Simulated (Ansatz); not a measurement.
# CHF (SMILES [CH]F): levels of theory compared

We compute a comparison of 6 runs (HF/STO-3G, BHLYP/STO-3G, r2SCAN/STO-3G, r2SCAN0/STO-3G, CCSDT(Q)/STO-3G, CCSDT/STO-3G) of CHF. 

The results are computed with Ansatz 0.2.0.

55 further runs of the same task are left out: 6 that didn't finish, 49 set aside as unsound or not needed.

**1. The molecule**

The species is CHF (3 atoms), meant as a singlet with charge 0. As SMILES, `[CH]F`. The F2–C1 distance was set to 2.631 Å, away from the relaxed value. At this shape a bond of the SMILES string is far longer than usual.

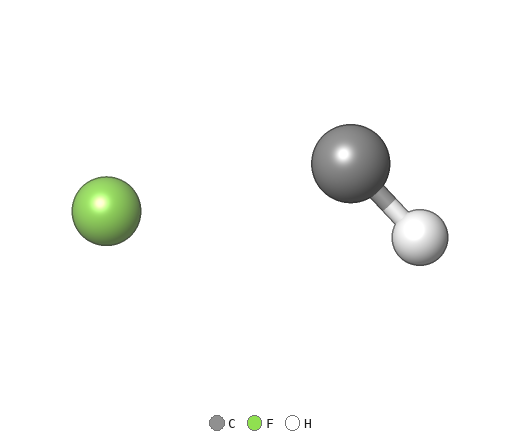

Viewed from a chosen angle; carbon grey, fluorine green, hydrogen white.

**2. A single-point energy at HF/STO-3G (run 1)**

File run.yaml:

```yaml
crystal:
  periodic: [false, false, false]
  atoms:
    - {symbol: C, position_ang: [-1.225832, -0.707088, -0.742888]}
    - {symbol: F, position_ang: [0.969610, -0.011280, 0.530170]}
    - {symbol: H, position_ang: [-1.939172, 0.022572, -1.060318]}
basis:
  gaussian: {orbitals: STO-3G}
hamiltonian: {xc: hf}
accuracy: high
```

The run is started by

```
$ ansatz run run.yaml --threads 1 --pin off --max-ram 2610MiB --events-out events.jsonl --progress --plain --runs-dir runs
```

The program printed:

```text
Warning: RAYON_NUM_THREADS=1 ignored (pool sized by the plan → 1); use --threads N
Functional definition: HF
  name "HF"
  exchange = exact_x
  correlation = 0
160 factors; integrals over basis functions are off by at most 3.2e-8 eV
mean field evaluation 1: about -3679.9928 eV, gradient 1.3e1 eV
mean field evaluation 2: about -3680.0005 eV, gradient 1.3e1 eV
mean field evaluation 4: about -3682.0169 eV, gradient 1.5e1 eV
mean field evaluation 8: about -3682.0865 eV, gradient 1.5e1 eV
mean field evaluation 16: about -3687.2424 eV, gradient 5.3e-9 eV
mean field evaluation 32: about -3681.4911 eV, gradient 1.5e1 eV
mean field -3687.24235643 eV, -135.5036572962 hartree, gradient 4.4e-8 eV, S^2 0.000000; 1 other end points of the search recorded, 0 dependent functions left out
reference -3687.24235643 eV, -135.5036572962 hartree; 8, 8 occupied and 3, 3 virtual orbitals, 160 factors
Total energy: -3687.24235643 eV, -135.5036572962 hartree
```

It took 0.06 s on 1 thread of Arm Neoverse V1, shared host.

**3. The energy at BHLYP/STO-3G (run 2)**

File in.yaml:

```yaml
basis:
  gaussian:
    orbitals: STO-3G
crystal:
  periodic: [false, false, false]
  atoms:
    - {symbol: C, position_ang: [-1.225832, -0.707088, -0.742888]}
    - {symbol: F, position_ang: [0.969610, -0.011280, 0.530170]}
    - {symbol: H, position_ang: [-1.939172, 0.022572, -1.060318]}
hamiltonian:
  xc: {name: BHLYP}
accuracy: high
```

The run is started by

```
$ ansatz run in.yaml --threads 1 --pin off --max-ram 2610MiB --events-out events.jsonl --progress --plain --runs-dir runs
```

The program printed:

```text
Warning: RAYON_NUM_THREADS=1 ignored (pool sized by the plan → 1); use --threads N
Functional definition: BHLYP
  name "BHLYP"
  parameter a = 0.5
  exchange = (1 - a)*b88_x + a*exact_x
  correlation = lyp_c
160 factors; integrals over basis functions are off by at most 3.2e-8 eV
mean field evaluation 1: about -3693.7387 eV, gradient 1.5e1 eV
mean field evaluation 2: about -3314.6536 eV, gradient 6.0e1 eV
mean field evaluation 4: about -3694.9979 eV, gradient 1.6e1 eV
mean field evaluation 8: about -3696.9864 eV, gradient 2.0e1 eV
mean field evaluation 16: about -3703.4938 eV, gradient 8.6e-9 eV
mean field -3703.49375579 eV, -136.1008852071 hartree, gradient 6.6e-8 eV, S^2 0.000000; 1 other end points of the search recorded, 0 dependent functions left out
reference -3703.49376822 eV, -136.1008856637 hartree; 8, 8 occupied and 3, 3 virtual orbitals, 160 factors
Total energy: -3703.49376822 eV, -136.1008856637 hartree
```

Wall time 0.5 s (1 thread of Arm Neoverse V1, shared host).

Runs 3 to 5 aren't shown in full; the table further down has their settings and results.

**4. A single-point energy at CCSDT/STO-3G (run 6)**

File run.yaml:

```yaml
crystal:
  periodic: [false, false, false]
  atoms:
    - symbol: C
      position_ang: [-1.225832, -0.707088, -0.742888]
    - symbol: F
      position_ang: [0.969610, -0.011280, 0.530170]
    - symbol: H
      position_ang: [-1.939172, 0.022572, -1.060318]
basis:
  gaussian: {orbitals: STO-3G}
magnetization: {spin_polarized: false}
correlation: {method: ccsdt, frozen_orbitals: {C: 1, F: 1, H: 0}}
scf: {omitted_lower_state_checks: [cluster_reference, increment]}
accuracy: high
```

The run is started by

```
$ ansatz run run.yaml --threads 1 --pin off --max-ram 2610MiB --events-out events.jsonl --progress --plain --runs-dir runs
```

The program printed:

```text
Warning: RAYON_NUM_THREADS=1 ignored (pool sized by the plan → 1); use --threads N
[... 15 lines left out ...]
2 core orbitals not correlated: weight in the atoms' cores, before any rotation towards them, 1.000 or more for the frozen orbitals, at most 0.000 for the correlated occupied ones
[... 123 lines left out ...]
WARN: these amplitudes may be one of several solutions (largest doubles amplitude 0.84, level shift 16.84 eV)
Total energy: -3695.17923729 eV, -135.7953322878 hartree
Checks for a lower state left out: cluster_reference, increment
```

Run time: 0.44 s. Hardware: 1 thread of Arm Neoverse V1, shared host.

**5. Overview of the runs**

| run | level | frozen core orbitals | energy (Eh) | wall time |
| --- | --- | --- | --- | --- |
| 1 | HF/STO-3G | – | -135.503657 | 0.06 s |
| 2 | BHLYP/STO-3G | – | -136.100886 | 0.5 s |
| 3 | r2SCAN/STO-3G | – | -136.149942 | 2.8 s |
| 4 | r2SCAN0/STO-3G | – | -136.107532 | 1.3 s |
| 5 | CCSDT(Q)/STO-3G | 2 | -135.795437 | 0.58 s |
| 6 | CCSDT/STO-3G | 2 | -135.795332 | 0.44 s |

**6. What came out**

| quantity | value |
| --- | --- |
| run 6: total energy | -135.79533 Eh |
| run 6: correlation energy (2 core orbitals frozen) | -291.7 mEh |
| run 6: T1 diagnostic | 0.056 |

**Reading.** Below the HF energy at the same shape and in the same basis (STO-3G): CCSDT(Q) -291.8 mEh; CCSDT -291.7 mEh. Totals of different functionals can't be ranked against each other. In runs 5, 6 the log says that unrestricted orbitals would lower the reference, so the values rest on an unstable closed-shell determinant (other closed-shell runs at this shape may share the fault). In runs 1, 2, 3, 4, 5, 6 the basis is minimal, so the values are rough. In runs 1, 2, 3, 4 a closed-shell determinant meets a far-stretched bond, which it describes badly. All runs together took 5.6 s, the longest 2.8 s.
